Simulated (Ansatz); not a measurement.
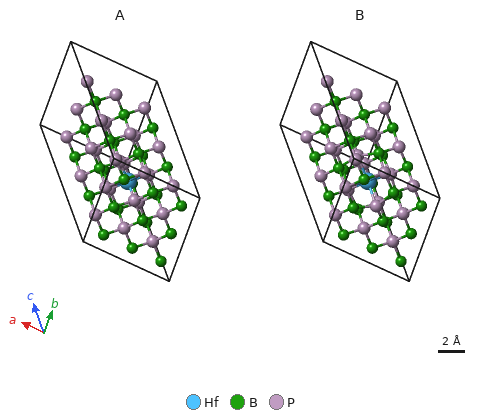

Two geometries of a defect cell of composition HfB26P27, drawn at one scale. One is the start of a relaxation, the other its converged end. The picture is a ball-and-stick view of the cell of the calculation (origin shifted), seen from a free direction.

Theory: Ansatz 0.2.0, DFT, PBE, plane-wave PAW, default files, scalar-relativistic. (plane-wave cutoff 420 eV; k-point mesh 3 × 3 × 3; occupations fermi dirac; smearing width 0.01 eV; collinear spin; atoms relaxed in a fixed cell; force threshold 0.03 eV/Å; at most 40 steps)

**Which of the two is the end point?**

Structure B is the relaxed one. The largest moves, 0.55 Å, are those of P atoms. Largest moves by element: P 0.55 Å, Hf 0.24 Å, B 0.09 Å. The cell doesn't change. Among the contacts that change: P–P 3.209 → 2.763 Å, Hf–P 1.898 → 2.329 Å, P–P 3.209 → 2.814 Å, Hf–P 2.037 → 2.384 Å. Bond angles that change, for instance: Hf–P–B 108.0° → 90.3°, P–B–P 109.5° → 92.4°, P–B–P 109.5° → 93.5°. Over 7 accepted moves (8 points after the start) the energy falls by 9.499 eV per cell of the calculation. Largest force component: 11 eV/Å at the start, 0.017 eV/Å at the end. 1 step only repeated the SCF at the same geometry. The program noted that the starting moments weren't kept.
